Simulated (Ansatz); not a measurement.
## Run report: SiNH5, geometry relaxation (part 2 of 2)

The same run, continued: SiNH5, multiplicity 3, SMILES [SiH3]N; FCI/ANO-RCC-MB, ROHF (Ansatz 0.2.0). The geometry comes from this level: PBE0-D4/def2-TZVP.

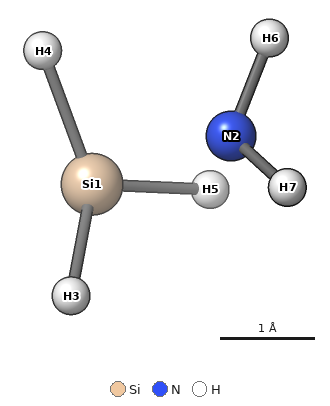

**Figure 1.** The geometry at step 15 of the log (ball-and-stick view, seen at a tilt; atoms are numbered from 1 in the order of the input).

Trajectory as extended XYZ, continued
```
7
Properties=species:S:1:pos:R:3:forces:R:3 step=5 energy=-9366.54061
Si   -0.8571   -0.6188   -0.8539    1.1091   1.0202   0.6612
N     0.5604    0.3892    0.5901    0.9405   0.7096   0.8649
H     0.3161   -1.6776   -0.4924   -0.7121  -0.1016  -0.2163
H    -1.7436    0.0324    0.3374   -0.1287  -0.5882  -0.4538
H    -0.3169    0.5197   -1.8588   -0.2833  -0.4791   0.2837
H     0.3708    1.2173    1.4000   -0.0565  -0.6178  -0.7330
H     1.6703    0.1378    0.8776   -0.8690   0.0569  -0.4066
7
Properties=species:S:1:pos:R:3:forces:R:3 step=6 energy=-9366.75437
Si   -0.8057   -0.5703   -0.8242    0.4035   0.3763   0.1941
N     0.5926    0.4254    0.5934   -0.1673  -0.1294  -0.1301
H     0.1755   -1.7001   -0.4881    0.1565  -0.4181  -0.0143
H    -1.7511   -0.1011    0.2876   -0.3954   0.0435   0.2124
H    -0.2615    0.5380   -1.7588    0.0439   0.1054  -0.1018
H     0.3750    1.2434    1.3559    0.0655  -0.0613  -0.1158
H     1.6751    0.1647    0.8342   -0.1067   0.0836  -0.0446
7
Properties=species:S:1:pos:R:3:forces:R:3 step=7 energy=-9366.80477
Si   -0.7657   -0.5448   -0.7793   -0.0146  -0.0082  -0.0167
N     0.5845    0.4269    0.5727   -0.0654  -0.2100   0.2519
H     0.1557   -1.7836   -0.5075    0.0562   0.1269   0.0940
H    -1.8311   -0.1328    0.2940    0.1443   0.0472   0.0565
H    -0.2033    0.5819   -1.7049    0.0511   0.0780  -0.0360
H     0.3855    1.2615    1.3215   -0.0593  -0.0387  -0.1853
H     1.6744    0.1908    0.8036   -0.1123   0.0048  -0.1643
7
Properties=species:S:1:pos:R:3:forces:R:3 step=8 energy=-9366.82276
Si   -0.7547   -0.5347   -0.7722   -0.0617  -0.1391   0.1283
N     0.5620    0.3903    0.5915    0.0526   0.1073  -0.0958
H     0.1710   -1.7699   -0.4910    0.0261   0.0411  -0.0054
H    -1.8144   -0.1221    0.3087    0.0318   0.0368  -0.0079
H    -0.1921    0.5951   -1.7041    0.0858   0.0837   0.0433
H     0.3662    1.2589    1.2938   -0.0683  -0.0638  -0.0306
H     1.6620    0.1824    0.7733   -0.0663  -0.0660  -0.0320
7
Properties=species:S:1:pos:R:3:forces:R:3 step=9 energy=-9366.82564
Si   -0.7507   -0.5358   -0.7600    0.0953   0.0437   0.1461
N     0.5495    0.3894    0.5613    0.0054  -0.0495   0.1232
H     0.1799   -1.7663   -0.4752   -0.0143  -0.0589  -0.0345
H    -1.8050   -0.1187    0.3243   -0.0664  -0.0152  -0.0132
H    -0.1524    0.6171   -1.6503   -0.0337   0.0562  -0.1990
H     0.3369    1.2491    1.2617    0.0001   0.0164  -0.0096
H     1.6418    0.1653    0.7380    0.0135   0.0073  -0.0130
7
Properties=species:S:1:pos:R:3:forces:R:3 step=10 energy=-9366.83012
Si   -0.7465   -0.5328   -0.7559    0.0241   0.0148   0.0314
N     0.5516    0.3864    0.5730    0.0069   0.0104  -0.0041
H     0.1809   -1.7705   -0.4798   -0.0049  -0.0014   0.0009
H    -1.8108   -0.1173    0.3225    0.0000  -0.0052  -0.0010
H    -0.1637    0.6154   -1.6745   -0.0032   0.0047  -0.0177
H     0.3416    1.2514    1.2692   -0.0094  -0.0135  -0.0058
H     1.6468    0.1673    0.7454   -0.0135  -0.0097  -0.0036
7
Properties=species:S:1:pos:R:3:forces:R:3 step=11 energy=-9366.83037
Si   -0.7414   -0.5290   -0.7511   -0.0065  -0.0055  -0.0042
N     0.5498    0.3860    0.5688    0.0117   0.0073   0.0131
H     0.1848   -1.7685   -0.4762    0.0026  -0.0015  -0.0021
H    -1.8075   -0.1146    0.3268   -0.0025   0.0027   0.0002
H    -0.1635    0.6177   -1.6786    0.0014   0.0005   0.0025
H     0.3350    1.2473    1.2672    0.0034  -0.0075  -0.0078
H     1.6428    0.1611    0.7431   -0.0101   0.0041  -0.0016
7
Properties=species:S:1:pos:R:3:forces:R:3 step=12 energy=-9366.83039
Si   -0.7421   -0.5296   -0.7515   -0.0002   0.0007  -0.0010
N     0.5501    0.3860    0.5696    0.0025   0.0013   0.0021
H     0.1844   -1.7691   -0.4769    0.0001  -0.0003   0.0002
H    -1.8083   -0.1149    0.3262    0.0000  -0.0001   0.0005
H    -0.1632    0.6176   -1.6776   -0.0002  -0.0003   0.0001
H     0.3359    1.2479    1.2670    0.0007  -0.0023  -0.0019
H     1.6432    0.1621    0.7432   -0.0029   0.0009   0.0001
7
Properties=species:S:1:pos:R:3:forces:R:3 step=13 energy=-9366.83057
Si   -0.7425   -0.5293   -0.7514   -0.0036   0.0049   0.0001
N     0.5550    0.3819    0.5676    0.0146   0.0004   0.0075
H     0.1842   -1.7707   -0.4876   -0.0004  -0.0009  -0.0018
H    -1.8022   -0.1181    0.3345    0.0023  -0.0007   0.0014
H    -0.1703    0.6235   -1.6747   -0.0009  -0.0008   0.0007
H     0.3324    1.2582    1.2447    0.0001  -0.0095  -0.0125
H     1.6434    0.1545    0.7669   -0.0120   0.0066   0.0045
7
Properties=species:S:1:pos:R:3:forces:R:3 step=14 energy=-9366.83224
Si   -0.7431   -0.5273   -0.7499   -0.0138   0.0038   0.0215
N     0.5686    0.3689    0.5641   -0.0261  -0.0808  -0.0894
H     0.1789   -1.7770   -0.5127   -0.0024  -0.0021  -0.0104
H    -1.7862   -0.1221    0.3556    0.0100  -0.0031  -0.0008
H    -0.1823    0.6369   -1.6650    0.0026   0.0063  -0.0018
H     0.3205    1.2715    1.1877   -0.0482   0.0963   0.0477
H     1.6435    0.1490    0.8203    0.0779  -0.0204   0.0331
7
Properties=species:S:1:pos:R:3:forces:R:3 step=15 energy=-9366.83701
Si   -0.7442   -0.5254   -0.7473   -0.0053   0.0218  -0.0040
N     0.5853    0.3527    0.5606   -0.0274  -0.0173  -0.0396
H     0.1690   -1.7851   -0.5438    0.0010  -0.0126  -0.0118
H    -1.7662   -0.1278    0.3792    0.0056  -0.0020   0.0144
H    -0.1945    0.6519   -1.6533   -0.0035  -0.0040   0.0109
H     0.3046    1.2886    1.1225   -0.0232   0.0244  -0.0123
H     1.6460    0.1451    0.8820    0.0527  -0.0104   0.0425
7
Properties=species:S:1:pos:R:3:forces:R:3 step=16 energy=-9366.83787
Si   -0.7438   -0.5252   -0.7469   -0.0082   0.0178  -0.0016
N     0.5865    0.3519    0.5592    0.0203  -0.0284  -0.0073
H     0.1691   -1.7863   -0.5489   -0.0012  -0.0053  -0.0110
H    -1.7630   -0.1293    0.3836    0.0072  -0.0034   0.0107
H    -0.1970    0.6543   -1.6511   -0.0046  -0.0009   0.0040
H     0.3035    1.2933    1.1116   -0.0144   0.0131  -0.0218
H     1.6447    0.1413    0.8926    0.0009   0.0071   0.0271
7
Properties=species:S:1:pos:R:3:forces:R:3 step=17 energy=-9366.84411
Si   -0.7447   -0.5188   -0.7414    0.0136  -0.1154  -0.0096
N     0.6236    0.3085    0.5594   -0.0084   0.2326   0.1119
H     0.1468   -1.8052   -0.6357   -0.0455   0.0170  -0.0302
H    -1.7092   -0.1481    0.4470    0.0156  -0.0229  -0.0016
H    -0.2306    0.6926   -1.6094    0.0117   0.0097  -0.0146
H     0.2902    1.3280    0.9151    0.0929  -0.0871  -0.0109
H     1.6239    0.1430    1.0651   -0.0799  -0.0338  -0.0451
7
Properties=species:S:1:pos:R:3:forces:R:3 step=18 energy=-9366.84381 accepted=F
Si   -0.7483   -0.5257   -0.7505   -0.0075  -0.0128   0.0347
N     0.6046    0.3393    0.5623    0.0301   0.0111   0.0201
H     0.1529   -1.7995   -0.5975    0.0078   0.0313  -0.0053
H    -1.7367   -0.1469    0.4127    0.0036   0.0051  -0.0009
H    -0.2161    0.6680   -1.6361    0.0022   0.0141   0.0004
H     0.3080    1.3254    1.0264   -0.0115  -0.0399  -0.0551
H     1.6356    0.1394    0.9827   -0.0248  -0.0089   0.0060
7
Properties=species:S:1:pos:R:3:forces:R:3 step=19 energy=-9366.84876
Si   -0.7457   -0.5237   -0.7438   -0.0053  -0.0003  -0.0089
N     0.6144    0.3229    0.5628    0.0007   0.0327   0.0170
H     0.1598   -1.7968   -0.6420    0.0025   0.0044   0.0014
H    -1.7088   -0.1714    0.4518    0.0016  -0.0076   0.0020
H    -0.2476    0.6953   -1.6128   -0.0005  -0.0041   0.0035
H     0.3324    1.3617    0.8995    0.0245  -0.0264  -0.0091
H     1.5954    0.1120    1.0846   -0.0235   0.0014  -0.0059
7
Properties=species:S:1:pos:R:3:forces:R:3 step=20 energy=-9366.84930
Si   -0.7463   -0.5243   -0.7444    0.0020   0.0003   0.0037
N     0.6114    0.3248    0.5632   -0.0065   0.0107   0.0015
H     0.1688   -1.7906   -0.6463    0.0006  -0.0024  -0.0022
H    -1.7074   -0.1832    0.4570   -0.0013  -0.0010  -0.0012
H    -0.2589    0.7001   -1.6104   -0.0033   0.0019  -0.0025
H     0.3546    1.3761    0.8780    0.0035  -0.0056  -0.0050
H     1.5778    0.0972    1.1028    0.0050  -0.0039   0.0058
7
Properties=species:S:1:pos:R:3:forces:R:3 step=21 energy=-9366.84883 accepted=F
Si   -0.7430   -0.5239   -0.7417   -0.0658  -0.0038  -0.0482
N     0.6132    0.3260    0.5664   -0.0151   0.0061  -0.0092
H     0.1734   -1.7911   -0.6607    0.0221   0.0321   0.0298
H    -1.7048   -0.1954    0.4639    0.0311   0.0004   0.0124
H    -0.2767    0.7063   -1.6099    0.0258  -0.0061   0.0270
H     0.3770    1.3929    0.8476    0.0150  -0.0452  -0.0069
H     1.5608    0.0852    1.1346   -0.0132   0.0165  -0.0050
7
Properties=species:S:1:pos:R:3:forces:R:3 step=22 energy=-9366.84940
Si   -0.7464   -0.5246   -0.7445    0.0057   0.0057   0.0050
N     0.6105    0.3249    0.5635    0.0131  -0.0032   0.0058
H     0.1733   -1.7881   -0.6506   -0.0015  -0.0030  -0.0026
H    -1.7044   -0.1885    0.4612   -0.0065  -0.0029  -0.0008
H    -0.2663    0.7034   -1.6089   -0.0026  -0.0009  -0.0034
H     0.3652    1.3832    0.8629    0.0012   0.0008  -0.0004
H     1.5681    0.0897    1.1164   -0.0093   0.0035  -0.0036
7
Properties=species:S:1:pos:R:3:forces:R:3 step=23 energy=-9366.84941
Si   -0.7463   -0.5239   -0.7438    0.0021  -0.0111  -0.0059
N     0.6111    0.3250    0.5639    0.0014  -0.0027   0.0065
H     0.1748   -1.7867   -0.6523   -0.0020  -0.0006  -0.0005
H    -1.7062   -0.1929    0.4622    0.0074   0.0062   0.0003
H    -0.2694    0.7049   -1.6086   -0.0017   0.0032   0.0040
H     0.3713    1.3866    0.8560    0.0001   0.0025   0.0008
H     1.5647    0.0870    1.1226   -0.0072   0.0025  -0.0053
7
Properties=species:S:1:pos:R:3:forces:R:3 step=24 energy=-9366.84942
Si   -0.7463   -0.5244   -0.7442    0.0002   0.0001   0.0003
N     0.6111    0.3247    0.5641   -0.0014  -0.0003  -0.0008
H     0.1741   -1.7876   -0.6531   -0.0002   0.0001  -0.0003
H    -1.7044   -0.1916    0.4626    0.0003   0.0000   0.0000
H    -0.2692    0.7049   -1.6081    0.0001  -0.0003   0.0000
H     0.3702    1.3861    0.8560    0.0001   0.0004   0.0003
H     1.5645    0.0879    1.1227    0.0008   0.0000   0.0005
```

This output came from the following input.

The input
```yaml
basis:
  gaussian:
    orbitals: ANO-RCC-MB.json
    fitting: {mean_field: def2-universal-jfit.json}
    nuclear_model: gaussian
crystal:
  periodic: [false, false, false]
  atoms:
    - symbol: Si
      position_ang: [-0.413010, -0.292700, -0.422350]
    - symbol: "N"
      position_ang: [0.611760, 0.348670, 0.801280]
    - symbol: H
      position_ang: [-0.018320, -1.706330, -0.653330]
    - symbol: H
      position_ang: [-1.813170, -0.217090, 0.068940]
    - symbol: H
      position_ang: [-0.367930, 0.402730, -1.743970]
    - symbol: H
      position_ang: [0.391580, 1.238230, 1.219480]
    - symbol: H
      position_ang: [1.609100, 0.226510, 0.729930]
magnetization: {spin_polarized: false, initial_magnetization: 2}
hamiltonian: {pseudopotentials: {relativity: none}}
correlation: {method: fci, electrons: outside_noble_gas}
relax: {}
```

Launch command:
```bash
ansatz run input.yaml --threads 1 --pin off --max-ram 3480MiB --events-out events.jsonl --progress --plain --runs-dir runs
```

Results in brief

- outcome: converged
- total energy: −344.225367 hartree
- SCF energy: −344.104107 hartree
- correlation energy: −0.121261 hartree
- basis functions: 19
- largest force: 0.002 eV/Å
- ⟨S²⟩: 2.000
- SCF solution under orbital rotations: stable
- hardware: 1 thread of Arm Neoverse V2, 24 GiB of memory available, shared host
- wall time: 7.8 min
- peak memory: 0.3 GiB

Settings chosen away from the usual ones: partner set to triplet (from base).
